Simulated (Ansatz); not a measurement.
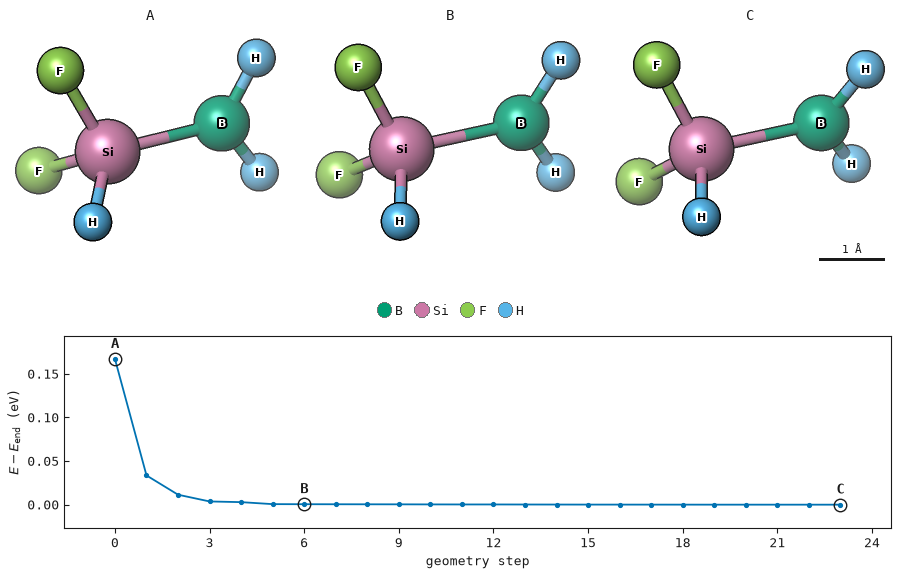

Frames of a relaxation of BSiH₃F₂, marked on the history of the run. The picture is a ball-and-stick view, seen at a tilt.

Method: Ansatz 0.2.0, RKS PBE0-D4/def2-TZVP.

Input file:
```yaml
crystal:
  periodic: [false, false, false]
  atoms:
    - {symbol: B, position_ang: [-0.751370, 0.969370, -0.073540]}
    - {symbol: Si, position_ang: [0.509920, -0.512830, 0.002480]}
    - {symbol: F, position_ang: [0.746420, -1.070040, 1.496280]}
    - {symbol: F, position_ang: [-0.090890, -1.842050, -0.686810]}
    - {symbol: H, position_ang: [-1.144310, 1.376000, -1.096440]}
    - {symbol: H, position_ang: [-1.133140, 1.509400, 0.889670]}
    - {symbol: H, position_ang: [1.863380, -0.429860, -0.531630]}
basis:
  gaussian: {orbitals: def2-TZVP}
hamiltonian: {xc: pbe0, dispersion: d4}
relax: {f_tol: 0.005, max_steps: 200}
```

Command:
```bash
ansatz run in.yaml --threads 2 --pin off --events-out ev --progress --plain --max-ram 4352MiB
```

Q: Describe the path.

A: The energy falls by 0.167 eV in 23 geometry steps. Largest force component: 2.5 eV/Å at the start, 0.0034 eV/Å at the end. The forces were under the threshold at step 17, but the run went on from there. The largest move after the best rigid fit is that of H6, 0.36 Å. Largest moves by element: H 0.36 Å, F 0.17 Å, Si 0.10 Å, B 0.01 Å. Among the contacts that change: B1–Si2 1.948 → 2.012 Å, Si2–H7 1.457 → 1.486 Å, B1–H5 1.169 → 1.194 Å, Si2–F3 1.612 → 1.594 Å. Bond angles that change, for instance: B1–Si2–H7 122.9° → 112.5°, F3–Si2–F4 99.5° → 106.1°, F3–Si2–H7 102.9° → 107.5°. Groups turn about B1–Si2 by about 25°. Cost: 20 s on 2 threads of AMD EPYC 9R45 96-Core, with other jobs on the host. From step 0 to 6: H6 moves most (0.13 Å), energy −0.167 eV. From step 6 to 23: H6 moves most (0.23 Å), energy −0.001 eV.

| step | E − E(0), eV | largest force component, eV/Å |
| --- | --- | --- |
| 0 | 0.0000 | 2.5250 |
| 1 | -0.1335 | 1.1812 |
| 2 | -0.1556 | 0.3136 |
| 3 | -0.1634 | 0.1827 |
| 4 | -0.1641 | 0.3089 |
| 5 | -0.1664 | 0.0211 |
| 6 | -0.1665 | 0.0052 |
| 7 | -0.1666 | 0.0192 |
| 8 | -0.1666 | 0.0246 |
| 9 | -0.1667 | 0.0248 |
| 10 | -0.1667 | 0.0253 |
| 11 | -0.1668 | 0.0287 |
| 12 | -0.1668 | 0.0411 |
| 13 | -0.1669 | 0.0421 |
| 14 | -0.1669 | 0.0286 |
| 15 | -0.1670 | 0.0107 |
| 16 | -0.1670 | 0.0066 |
| 17 | -0.1670 | 0.0036 |
| 18 | -0.1670 | 0.0230 |
| 19 | -0.1670 | 0.0081 |
| 20 | -0.1670 | 0.0067 |
| 21 | -0.1670 | 0.0004 |
| 22 | -0.1670 | 0.0017 |
| 23 | -0.1671 | 0.0034 |
